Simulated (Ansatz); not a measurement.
**Is W-Ti-Ti-W stack of (111) layers a stable metal?**

The plan: relax W-Ti-Ti-W stack of (111) layers, check its phonons, and, if the lattice is stable, compute its Eliashberg function and ρ(T).

Calculated with Ansatz 0.2.0; DFT PBEsol, scalar-relativistic, plane waves, PAW; PAW set soft_1.

## (1) The structure

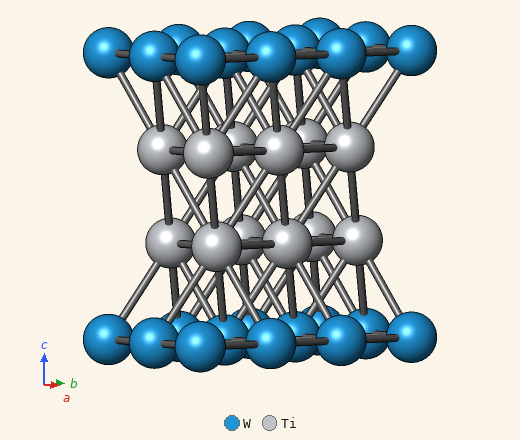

The cell as given, from the side, with the c axis up (tungsten blue, titanium light grey). 2×3×1 cells are drawn. Some periodic images of atoms are drawn too.

The cell holds 4 atoms: 2 W and 2 Ti. Cell: a = 2.923 Å, b = 2.923 Å, c = 18.159 Å, α = 90.0°, β = 90.0°, γ = 120.0°. Vacuum lies along c.

Coordinates:

```cif
data_structure
_symmetry_space_group_name_H-M 'P 1'
_symmetry_Int_Tables_number 1
_cell_length_a 2.9226
_cell_length_b 2.9227
_cell_length_c 18.1590
_cell_angle_alpha 90.000
_cell_angle_beta 90.000
_cell_angle_gamma 120.000
_cell_volume 134.33
loop_
_atom_site_label
_atom_site_type_symbol
_atom_site_fract_x
_atom_site_fract_y
_atom_site_fract_z
_atom_site_occupancy
W1 W 0.00000 0.00000 0.30288 1
Ti2 Ti 0.33333 0.66667 0.43429 1
Ti3 Ti 0.66667 0.33333 0.56571 1
W4 W 0.00000 0.00000 0.69712 1
```

## (2) Rough relaxation

The start is far from rest, so a relaxation with loose thresholds does the first part.

The input, input.yaml:

```yaml
crystal:
  lattice:
    - [2.92265, 0.0, 0.0]
    - [-1.46133, 2.53109, 0.0]
    - [0.0, 0.0, 18.15901]
  atoms:
    - { symbol: W, position: [0.0, 0.0, 0.30287993] }
    - { symbol: Ti, position: [0.33333333, 0.66666667, 0.43429331] }
    - { symbol: Ti, position: [0.66666667, 0.33333333, 0.56570669] }
    - { symbol: W, position: [0.0, 0.0, 0.69712007] }
  periodic: [true, true, false]
kpoints:
  mp_grid: { grid: [9, 9, 1] }
hamiltonian:
  xc: pbesol
  pseudopotentials: { kind: paw, azcp: { folder: soft_1 }, xc_functional: pbe }
scf:
  occupations: { method: gaussian, width: 0.1 }
output:
  forces: true
  stress: true
  eigenvalues: true
relax:
  adjacent_minimum: "off"
  f_tol: 0.05
  max_steps: 80
  cell: { stress_2d_tol: 0.02 }
```

On the command line:

```sh
ansatz run input.yaml --threads 4 --pin off --max-ram 12288MiB --backend cpu --events-out ev --progress --plain --runs-dir out
```

Numbers of over 12 decimals in the logs are rounded to 6 here.

What it wrote:

```text
Warning: crystal.periodic: the lattice vector that does not repeat stood 0.000° off the slab's normal, 18.159 Å along it as the deck builds it. The run solves the slab on a vector along the normal, 38.118 Å long, with every atom where it was (on the deck's vector they left 11.00 Å outside them, and the widest stretch free of ions among them is 2.39 Å). A fractional position that the run reports is one of the run's ce [...]
The last accepted step is kept in <dir> (removed where the run ends without a failure and the disk answers)
crystal.periodic: the lattice vector that does not repeat stood 0.000° off the slab's normal, 18.159 Å along it as the deck builds it. The run solves the slab on a vector along the normal, 38.118 Å long, with every atom where it was (on the deck's vector they left 11.00 Å outside them, and the widest stretch free of ions among them is 2.39 Å). A fractional position that the run reports is one of the run's cell, which [...]
Engine: ansatz 0.2.0, aarch64-unknown-linux-gnu
Pseudopotentials: kind: paw
Pseudopotential: W, paw, valence charge 14, recommended cutoff 420 eV (normal), soft_1/W.paw.azcp
Pseudopotential: Ti, paw, valence charge 12, recommended cutoff 420 eV (normal), soft_1/Ti.paw.azcp
Functional definition: PBEsol
  exchange = pbesol_x
  correlation = pbesol_c
Crystal: 4 atoms, lattice volume = 281.978 Å³
Basis set: ecut = 420 eV, 5455 PW (Γ), exchange–correlation on 40×40×512 points (8 copies of the dense FFT grid, shifted against one another)
Bands: 32, of which v1, the nominal top of the filled ones, is band 26 counted from 1 (25 counted from 0)
Symmetry: 12 space group operations
Space group: P-3m1 (ITA 164), of the structure as read, at distance tolerance 6.6e-5 Å
k-points: 12 of 81
Non-local potential: W, projectors of the file, l = 0: 3, l = 1: 2, l = 2: 2, l = 3: 1
Non-local potential: Ti, projectors of the file, l = 0: 3, l = 1: 2, l = 2: 3, l = 3: 1
PAW form: soft (Blöchl's): semilocal exchange-correlation on the pseudo side does not see the compensation charge
PAW frozen core: W, regenerated for the run's functional, and the local potential with it (the file was generated under x = pbe(κ = 0.804, μ = 0.219515), c = pbe(β = 0.066725))
PAW frozen core: Ti, regenerated for the run's functional, and the local potential with it (the file was generated under x = pbe(κ = 0.804, μ = 0.219515), c = pbe(β = 0.066725))
PAW one-centre angular grid: W, 590 points (default); XC on 64 Gauss nodes
PAW one-centre angular grid: Ti, 590 points (default); XC on 64 Gauss nodes
Initial density: superposition of atomic densities (neutral atoms: chi_scale 0, normalization atom)
Initial wavefunctions: pseudopotential atomic-orbital guess
Functional: x = pbesol(κ = 0.804, μ = 0.123457), c = pbesol(β = 0.046)
SCF iter   1: F=—  HF=-25462.133303 eV  |F-HF|=—  |Δ(HF+E_count)|=         —  Δρ=4.50e-2  dr2=8.55e1  ethr=3.10e-3  ⟨swp⟩=11.8  Hψ=2578  notcnv=0
preconditioner: auto → LDOS  [metal: Δε(μ)=0.031 eV  Ē_g=3.270 eV  σ=0.100 eV  W_gap=0.17  n_scr=24 (ndim 8)  ℏωp=9.9 eV  f_vac=0.689  D(μ)=7.10/eV (n_scr^D=24)  β→1.0]
SCF iter   2: F=—  HF=-25459.558290 eV  |F-HF|=—  |Δ(HF+E_count)|=    2.58e0  Δρ=2.45e-2  dr2=7.86e0  ethr=3.10e-3  ⟨swp⟩=6.2  Hψ=1186  notcnv=0  defer=5
SCF iter   3: F=—  HF=-25458.816784 eV  |F-HF|=—  |Δ(HF+E_count)|=   7.42e-1  Δρ=7.63e-3  dr2=2.58e-1  ethr=3.10e-3  ⟨swp⟩=4.9  Hψ=1051  notcnv=0  defer=5
SCF iter   4: F=—  HF=-25458.765612 eV  |F-HF|=—  |Δ(HF+E_count)|=   5.12e-2  Δρ=1.95e-3  dr2=7.89e-3  ethr=4.96e-4  ⟨swp⟩=4.0  Hψ=998  notcnv=0  defer=8
SCF iter   5: F=—  HF=-25458.767398 eV  |F-HF|=—  |Δ(HF+E_count)|=   1.79e-3  Δρ=5.96e-4  dr2=7.40e-4  ethr=1.52e-5  ⟨swp⟩=4.4  Hψ=925  notcnv=0  defer=8
SCF iter   6: F=—  HF=-25458.767553 eV  |F-HF|=—  |Δ(HF+E_count)|=   1.55e-4  Δρ=2.28e-4  dr2=2.64e-4  ethr=1.42e-6  ⟨swp⟩=3.9  Hψ=838  notcnv=0  defer=8
SCF iter   7: F=—  HF=-25458.767543 eV  |F-HF|=—  |Δ(HF+E_count)|=   1.04e-5  Δρ=5.67e-5  dr2=7.04e-6  ethr=5.09e-7  ⟨swp⟩=3.3  Hψ=692  notcnv=0  defer=8
SCF iter   8: F=—  HF=-25458.767790 eV  |F-HF|=—  |Δ(HF+E_count)|=   2.48e-4  Δρ=1.76e-5  dr2=5.74e-7  ethr=1.35e-8  ⟨swp⟩=3.8  Hψ=876  notcnv=0  defer=8
SCF iter   9: F=—  HF=-25458.767792 eV  |F-HF|=—  |Δ(HF+E_count)|=   1.10e-6  Δρ=4.78e-6  dr2=1.11e-7  ethr=1.92e-10  ⟨swp⟩=21.8  Hψ=2807  notcnv=0
iter 10 did not close the SCF: its close was put off until two iterations running show no level that it waits for move by more than its bar (scf_convergence_deferred on its scf_iter line)
SCF iter  10: F=-25458.767792 eV  HF=-25458.767792 eV  |F-HF|=2.62e-8  |Δ(HF+E_count)|=   1.79e-7  Δρ=1.26e-6  dr2=3.27e-9  ethr=1.92e-10  ⟨swp⟩=5.3  Hψ=1300  notcnv=0
SCF iter  11: F=-25458.767792 eV  HF=-25458.767792 eV  |F-HF|=4.56e-9  |Δ(HF+E_count)|=   2.24e-8  Δρ=2.53e-7  dr2=3.37e-10  ethr=6.29e-12  ⟨swp⟩=3.4  Hψ=1443  notcnv=0
the search or the solves at the SCF's close seem to have found levels that the self-consistency loop had missed (the run counts 1). By its estimate they hold under 1e-12 electrons; where the run keeps them, the occupations were computed again with them
SCF 1 converged in 11 iterations: F = -25458.767792 eV  dr2 = 3.37e-10
  greatest PAW one-centre occupation: 0.999 electrons in one spin orbital (limit 2), on the W atom at site 3 (counted from 0), in its partial waves of l = 0
relax step   1: F+E_penalty+E_count = -25458.76779180 eV  Δ(F+E_penalty+E_count) = +0.000e0 eV  max|allowed force component| = 6.934e-1 eV/Å  Δτ_max = 0.0000 Å  P = -25.569 N/m  Ω = 281.978 Å³  fix = [c, alpha, beta]  reactions: c -0.000 N/m  (11 SCF iters, dr2 threshold 1.00e-7 eV, accepted)
Crystal: 4 atoms, lattice volume = 255.387 Å³
Basis set: ecut = 420 eV, 5059 PW (Γ), exchange–correlation on 40×40×512 points (8 copies of the dense FFT grid, shifted against one another)
Initial density: handed on by an earlier stage of this run
Initial wavefunctions: those handed on with the density
SCF iter   1: F=—  HF=-25459.688358 eV  |F-HF|=—  |Δ(HF+E_count)|=         —  Δρ=1.42e-2  dr2=6.30e0  ethr=3.10e-3  ⟨swp⟩=16.2  Hψ=2648  notcnv=0
preconditioner: auto → LDOS  [metal: Δε(μ)=0.041 eV  Ē_g=3.378 eV  σ=0.100 eV  W_gap=0.23  n_scr=24 (ndim 8)  ℏωp=10.4 eV  f_vac=0.700  D(μ)=6.44/eV (n_scr^D=24)  β→1.0]
SCF iter   2: F=—  HF=-25459.521091 eV  |F-HF|=—  |Δ(HF+E_count)|=   1.67e-1  Δρ=4.00e-3  dr2=9.01e-2  ethr=3.10e-3  ⟨swp⟩=2.8  Hψ=605  notcnv=0  defer=7
SCF iter   3: F=—  HF=-25459.519925 eV  |F-HF|=—  |Δ(HF+E_count)|=   1.17e-3  Δρ=1.65e-3  dr2=2.45e-2  ethr=1.73e-4  ⟨swp⟩=4.0  Hψ=973  notcnv=0  defer=8
[...]
SCF iter   2: F=—  HF=-25459.628887 eV  |F-HF|=—  |Δ(HF+E_count)|=   9.04e-3  Δρ=2.81e-3  dr2=1.13e-1  ethr=1.29e-4  ⟨swp⟩=3.2  Hψ=841  notcnv=0
SCF iter   3: F=—  HF=-25459.621684 eV  |F-HF|=—  |Δ(HF+E_count)|=   7.20e-3  Δρ=6.15e-4  dr2=1.31e-3  ethr=1.29e-4  ⟨swp⟩=2.8  Hψ=635  notcnv=0
SCF iter   4: F=—  HF=-25459.622176 eV  |F-HF|=—  |Δ(HF+E_count)|=   4.92e-4  Δρ=3.74e-4  dr2=6.90e-4  ethr=2.52e-6  ⟨swp⟩=3.7  Hψ=856  notcnv=0
SCF iter   5: F=—  HF=-25459.622122 eV  |F-HF|=—  |Δ(HF+E_count)|=   5.36e-5  Δρ=1.24e-4  dr2=5.92e-5  ethr=1.33e-6  ⟨swp⟩=2.5  Hψ=638  notcnv=0
SCF iter   6: F=—  HF=-25459.622351 eV  |F-HF|=—  |Δ(HF+E_count)|=   2.28e-4  Δρ=5.07e-5  dr2=5.61e-6  ethr=1.14e-7  ⟨swp⟩=3.8  Hψ=767  notcnv=0
SCF iter   7: F=—  HF=-25459.622356 eV  |F-HF|=—  |Δ(HF+E_count)|=   5.11e-6  Δρ=2.32e-5  dr2=6.85e-7  ethr=1.08e-8  ⟨swp⟩=3.8  Hψ=808  notcnv=0
SCF iter   8: F=-25459.622358 eV  HF=-25459.622358 eV  |F-HF|=1.31e-7  |Δ(HF+E_count)|=   1.98e-6  Δρ=7.95e-6  dr2=1.46e-7  ethr=7.69e-10  ⟨swp⟩=28.2  Hψ=2629  notcnv=0
SCF 3 converged in 8 iterations: F = -25459.622358 eV  dr2 = 1.46e-7
relax step   3: F+E_penalty+E_count = -25459.62235778 eV  Δ(F+E_penalty+E_count) = -1.055e-1 eV  max|allowed force component| = 1.896e-1 eV/Å  Δτ_max = 0.0808 Å  P = +0.275 N/m  Ω = 246.331 Å³  energy of the carried Pulay correction = +2.374e-3 eV  fix = [c, alpha, beta]  reactions: c +0.000 N/m  (8 SCF iters, dr2 threshold 4.00e-7 eV, accepted)
[...]
relax step   4: F+E_penalty+E_count = -25459.62982004 eV  Δ(F+E_penalty+E_count) = -7.462e-3 eV  max|allowed force component| = 2.436e-2 eV/Å  Δτ_max = 0.0424 Å  P = -0.240 N/m  Ω = 245.396 Å³  energy of the carried Pulay correction = +2.440e-3 eV  fix = [c, alpha, beta]  reactions: c -0.000 N/m  (7 SCF iters, dr2 threshold 4.00e-7 eV, accepted)
[...]
relax step   5: F+E_penalty+E_count = -25459.63026220 eV  Δ(F+E_penalty+E_count) = -4.422e-4 eV  max|allowed force component| = 3.081e-3 eV/Å  Δτ_max = 0.0101 Å  P = -0.093 N/m  Ω = 244.893 Å³  energy of the carried Pulay correction = +2.476e-3 eV  fix = [c, alpha, beta]  reactions: c -0.000 N/m  (7 SCF iters, dr2 threshold 4.88e-8 eV, accepted)
[...]
relax step   6: F+E_penalty+E_count = -25459.63029474 eV  Δ(F+E_penalty+E_count) = -3.254e-5 eV  max|allowed force component| = 1.313e-3 eV/Å  Δτ_max = 0.0018 Å  P = +0.003 N/m  Ω = 244.727 Å³  energy of the carried Pulay correction = +2.488e-3 eV  fix = [c, alpha, beta]  reactions: c +0.000 N/m  (6 SCF iters, dr2 threshold 7.38e-9 eV, accepted)
Initial wavefunctions: pseudopotential atomic-orbital guess (no wavefunctions were taken with the density)
iter 1 solved again at ethr=4.36e-7 eV; its pass at ethr=3.10e-3 eV (dr2=2.27e-4 eV) is discarded
SCF iter   1: F=—  HF=-25459.627423 eV  |F-HF|=—  |Δ(HF+E_count)|=         —  Δρ=9.23e-5  dr2=2.94e-6  ethr=4.36e-7  ⟨swp⟩=7.8  Hψ=4482  notcnv=0
preconditioner: auto → LDOS  [metal: Δε(μ)=0.025 eV  Ē_g=3.485 eV  σ=0.100 eV  W_gap=0.14  n_scr=24 (ndim 8)  ℏωp=10.6 eV  f_vac=0.691  D(μ)=6.22/eV (n_scr^D=26)  β→1.0]
SCF iter   2: F=—  HF=-25459.627674 eV  |F-HF|=—  |Δ(HF+E_count)|=   2.52e-4  Δρ=3.41e-5  dr2=1.33e-5  ethr=5.65e-9  ⟨swp⟩=4.7  Hψ=1129  notcnv=0
SCF iter   3: F=—  HF=-25459.627673 eV  |F-HF|=—  |Δ(HF+E_count)|=   6.70e-7  Δρ=7.24e-6  dr2=8.52e-7  ethr=5.65e-9  ⟨swp⟩=3.2  Hψ=678  notcnv=0
SCF iter   4: F=—  HF=-25459.627673 eV  |F-HF|=—  |Δ(HF+E_count)|=   5.23e-8  Δρ=8.16e-6  dr2=6.75e-7  ethr=1.64e-9  ⟨swp⟩=3.2  Hψ=623  notcnv=0
SCF iter   5: F=—  HF=-25459.627674 eV  |F-HF|=—  |Δ(HF+E_count)|=   1.22e-7  Δρ=8.79e-7  dr2=6.95e-9  ethr=1.30e-9  ⟨swp⟩=2.8  Hψ=567  notcnv=0
SCF iter   6: F=—  HF=-25459.627674 eV  |F-HF|=—  |Δ(HF+E_count)|=  3.27e-11  Δρ=3.54e-7  dr2=6.22e-10  ethr=1.34e-11  ⟨swp⟩=4.7  Hψ=970  notcnv=0
SCF iter   7: F=—  HF=-25459.627674 eV  |F-HF|=—  |Δ(HF+E_count)|=   6.15e-9  Δρ=1.13e-7  dr2=6.85e-11  ethr=1.20e-12  ⟨swp⟩=3.6  Hψ=847  notcnv=0
SCF iter   8: F=—  HF=-25459.627674 eV  |F-HF|=—  |Δ(HF+E_count)|=   1.83e-9  Δρ=3.72e-8  dr2=3.92e-12  ethr=1.00e-12  ⟨swp⟩=1.7  Hψ=418  notcnv=0
SCF iter   9: F=-25459.627674 eV  HF=-25459.627674 eV  |F-HF|=9.46e-11  |Δ(HF+E_count)|=  3.82e-10  Δρ=2.36e-8  dr2=1.25e-12  ethr=1.00e-12  ⟨swp⟩=15.0  Hψ=2831  notcnv=0
SCF 7 converged in 9 iterations: F = -25459.627674 eV  dr2 = 1.25e-12
relax step   7: F+E_penalty+E_count = -25459.62767362 eV  Δ(F+E_penalty+E_count) = +2.621e-3 eV  max|allowed force component| = 1.814e-3 eV/Å  Δτ_max = 0.0000 Å  P = +0.006 N/m  Ω = 244.727 Å³  fix = [c, alpha, beta]  reactions: c +0.000 N/m  stress off target by 5.65e-3 N/m on what of the cell is left free  SCF on the basis re-selected at this cell (its energy is not comparable with the rows above)  (9 SCF iters)
basis re-selected at this cell: Δ(F+E_penalty+E_count) = +2.621e-3 eV, ΔP = +0.003 N/m vs the last step (what re-selecting the basis moved, of the pressure what is left beyond the Pulay correction that the steps carried, after the strain that the cell walked since its last selection, with what the two solves' SCF thresholds leave and, on support functions, any second-order correction that the steps lacked; it is no m [...]
SCF converged after 9 iterations
Free energy (F): -25459.627674 eV
Harris-Foulkes:  -25459.627674 eV  (|F-HF|=9.46e-11)
Internal energy: -25459.596556 eV  (E = F + TS)
E sigma→0 (E₀):  -25459.612115 eV
Entropy (-TS):   -0.031118 eV (-7.779 meV/atom)
Fermi energy:    -5.448885 eV
--- Per-component energies (eV) ---
  E_band       = -1687.316119
  E_kinetic    = 1409.100914
  E_local      = -243216.459915  (includes V_loc(G=0)·N_el)
  E_nonlocal   = 80.879068
  E_hartree    = 120734.087107
  E_xc         = -760.918025
  E_vxc        = -750.433248  (∫ρ·V_xc dr)
  E_paw        = -18938.318199  (= ΣΔE_a)
  E_vpaw       = -678.577292  (= ΣTr[D̂ρ^β])
  E_aug_tail   = 0.000142  (compensation charges beyond the density's cutoff)
  E_ewald      = 115231.309867
  E_core_change = 0.722485  (= ΣΔE_core)
  E_smearing   = -0.031118  (= −TS)
  E_closure    = 0.000000  (closes the sum)
  Σ components = -25459.627674   (vs F -25459.627674, Δ=0.00e0)
--- Forces (eV/Å), atoms counted from 1 ---
  atom   1  W      0.00000000    -0.00000000    -0.00181392
  atom   2  Ti     0.00000000     0.00000000    -0.00094945
  atom   3  Ti     0.00000000    -0.00000000     0.00094945
  atom   4  W      0.00000000     0.00000000     0.00181392
  max |Σ_I F_I| component: 2.17e-19 eV/Å
--- 2D stress c σ (N/m, compression-positive) ---
        0.005649      -0.000000       0.000000
       -0.000000       0.005649       0.000000
        0.000000       0.000000       0.000000
  P = ½ c Tr σ = 0.0056 N/m
--- Band table (eV; the first three rows and the last of 12) ---
  k-point 0: bands = [... 22 lower, -5.5511, -5.5511, -5.5465, -5.5465, -5.3936, -5.3651, -5.0358, -4.3493, ... 2 higher]
  k-point 1: bands = [... 22 lower, -6.0840, -6.0158, -5.7830, -5.6827, -5.1554, -5.0515, -5.0450, -4.5574, ... 2 higher]
  k-point 2: bands = [... 22 lower, -6.6004, -6.5143, -6.4150, -6.1178, -5.1442, -4.9581, -4.2588, -3.8710, ... 2 higher]
  k-point 11: bands = [... 22 lower, -6.5427, -6.3612, -6.3612, -6.3167, -6.3167, -5.7394, -5.7394, -3.5951, ... 2 higher]
--- Relaxed structure (6 steps of the walk, 6 accepted, 1 SCFs on fresh bases) ---
  F+E_penalty+E_count = -25459.62767362 eV   max|allowed force component| = 1.814e-3 eV/Å   (the final SCF, on the basis selected at the relaxed cell)
  cell:  # Å, volume = 244.7271 Å³
    - [2.722767, 2.689323369175311e-6, 0]
    - [-1.361386, 2.357984, 0]
    - [0, 0, 38.118021]
  atoms:
    - { symbol: W, position: [-6.587182181558912e-19, 2.634871971088468e-19, 0.143816] }
    - { symbol: Ti, position: [0.333333, 0.666667, 0.207162] }
    - { symbol: Ti, position: [0.666667, 0.333333, 0.269227] }
    - { symbol: W, position: [6.587182181558919e-19, -2.634871971088468e-19, 0.332573] }
```

Run time: 27 s. Hardware: 4 threads of Arm Neoverse V1, shared host; peak memory 0.64 GiB.

Step by step:

```csv
step,energy less that of the first step (eV),largest force component (eV/Å),volume (Å³)
1,0.0000,0.6934,281.98
2,-0.7491,0.7070,255.39
3,-0.8546,0.1895,246.33
4,-0.8620,0.0244,245.40
5,-0.8625,0.0031,244.89
6,-0.8625,0.0013,244.73
7*,-0.8599,0.0018,244.73
```

Relaxation steps marked * repeat the geometry before them on a plane-wave basis chosen anew for their cell, so energy and pressure can jump there.

Forces are held to the 12 operations that the run works with; a distortion that breaks them can't arise in this run.

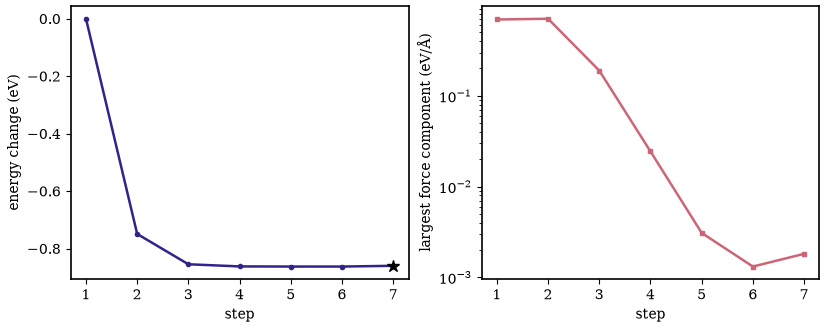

Energy and largest force along the relaxation. Stars mark steps on a basis chosen anew.

```csv
cell as run,before,after,change
a (Å),2.923,2.723,-6.8 %
b (Å),2.923,2.723,-6.8 %
```

The atoms that moved most (Å, along periodic axes as changes of fractional coordinates times the final cell, across vacuum about the mean position):

```csv
atom,dx,dy,dz,length
W4,0.000,0.000,0.018,0.018
W1,0.000,0.000,-0.018,0.018
Ti3,0.000,0.000,-0.010,0.010
Ti2,0.000,0.000,0.010,0.010
```

The relaxed structure:

```xyz
4
Lattice="2.7228 0.0000 0.0000 -1.3614 2.3580 0.0000 0.0000 0.0000 38.1180" Properties=species:S:1:pos:R:3
W     0.0000    0.0000    5.4820
Ti    0.0000    1.5720    7.8966
Ti    1.3614    0.7860   10.2624
W     0.0000    0.0000   12.6770
```

This step gave:

```
metallic on mesh  : yes
gap on the k-mesh : 0 eV
```

The relaxation ends with a largest force component of 0.0018 eV/Å.

## (3) Relaxing cell and atoms

Lattice constant and positions set the bands and the force constants, so the cell is relaxed first.

input.yaml, the sections that differ from step 2:

```yaml
crystal:
  lattice:
    - [2.7227673356, 2.6893e-06, 0.0]
    - [-1.3613859968, 2.3579843365, 0.0]
    - [0.0, 0.0, 38.1180212893]
  atoms:
    - { symbol: W, position: [0.0, 0.0, 0.1438159308] }
    - { symbol: Ti, position: [0.3333333333, 0.6666666667, 0.2071622178] }
    - { symbol: Ti, position: [0.6666666667, 0.3333333333, 0.269226886] }
    - { symbol: W, position: [0.0, 0.0, 0.332573173] }
  periodic: [true, true, false]
kpoints:
  mp_grid: { grid: [12, 12, 1] }
relax:
  adjacent_minimum: "off"
  f_tol: 0.005
  max_steps: 80
  cell: { stress_2d_tol: 0.02 }
# hamiltonian, scf, output: as in step 2
```

What it wrote:

```text
[the first part of the log is left out]
  E_aug_tail   = 0.000143  (compensation charges beyond the density's cutoff)
  E_ewald      = 115035.154328
  E_core_change = 0.722485  (= ΣΔE_core)
  E_smearing   = -0.036356  (= −TS)
  E_closure    = 0.000000  (closes the sum)
  Σ components = -25459.635336   (vs F -25459.635336, Δ=0.00e0)
--- Forces (eV/Å), atoms counted from 1 ---
  atom   1  W      0.00000000     0.00000000     0.00003588
  atom   2  Ti    -0.00000000     0.00000000     0.00009922
[...]
-0.000000       0.000000       0.000000
  P = ½ c Tr σ = 0.0020 N/m
--- Band table (eV; the first three rows and the last of 19) ---
[...]
--- Relaxed structure (5 steps of the walk, 5 accepted, 1 SCFs on fresh bases) ---
[...]
cell:  # Å, volume = 245.2102 Å³
    - [2.725454, 2.6919519506321583e-6, 0]
    - [-1.362729, 2.360311, 0]
    - [0, 0, 38.1180212893]
  atoms:
    - { symbol: W, position: [0, 0, 0.143900] }
    - { symbol: Ti, position: [0.333333, 0.666667, 0.207101] }
    - { symbol: Ti, position: [0.666667, 0.333333, 0.269288] }
    - { symbol: W, position: [0, 0, 0.332489] }
```

The job ended after 26 s (4 threads; peak memory 0.67 GiB).

Little changed from the start: no atom moved by 0.005 Å and no cell edge by 0.1 %.

[end of part 1 of 2]

[Logs are printed without paths, hosts, clocks, repeated set-up lines and the standing remarks that a program may print on its own settings, such as how far it seeks lower states.]

[Hosts, paths, dates, database ids (printed as entryN), source tags and the programs' standing remarks are cut or masked in the printed files.]
